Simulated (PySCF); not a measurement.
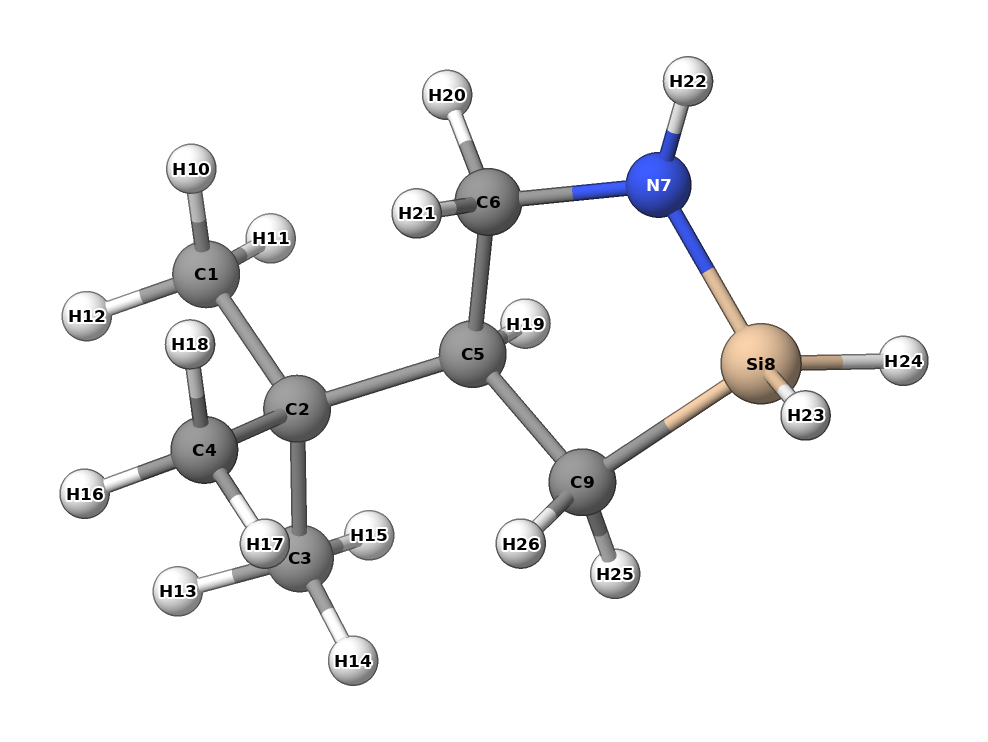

The geometry was computed by an optimisation with GFN2-xTB. No frequency run is at hand to confirm it as a minimum. Electric field gradients from the ground-state density, PBE0/pcSseg-1 (PySCF 2.14.0), non-relativistic apart from any core potentials.

Give the largest field-gradient component, the quadrupole coupling constant and the asymmetry for 14N at N7 (Q = 20.44 mb).

```tsv
atom	V_zz (a.u.)	e²qQ/h (MHz)	η
N7	−1.075	−5.16	0.37
```

The geometry is semi-empirical. Around Si such bond lengths and angles can be off by a tenth of an ångström or more and by several degrees, and values that hang on the shape move with them.
